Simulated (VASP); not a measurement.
Band structure of PbSe (relaxed from the rock salt structure, space group Fm-3m). Calculation: PBE GGA, VASP's PBE PAW potentials (set 64) (plane waves; VASP).

Unless said otherwise, spin-orbit coupling is left out, though it shifts the bands of the heavy elements here.

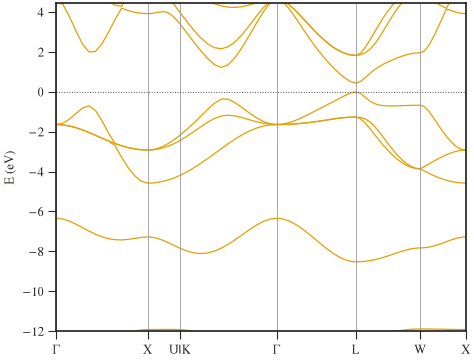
*Bands along high-symmetry lines, zero at the valence-band maximum or, without a gap, the Fermi level*

**Question.** Read the plot: is there a gap, and where are the band edges?

**Answer.** The gap is direct, 0.43 eV, from the valence maximum at L to the conduction minimum at L. (Edges off the drawn lines would not show.)

The structure was generated: PbSe was put into the rock salt type (Fm-3m), which need not be its known phase. It was relaxed first, which changed the volume by +27 %.
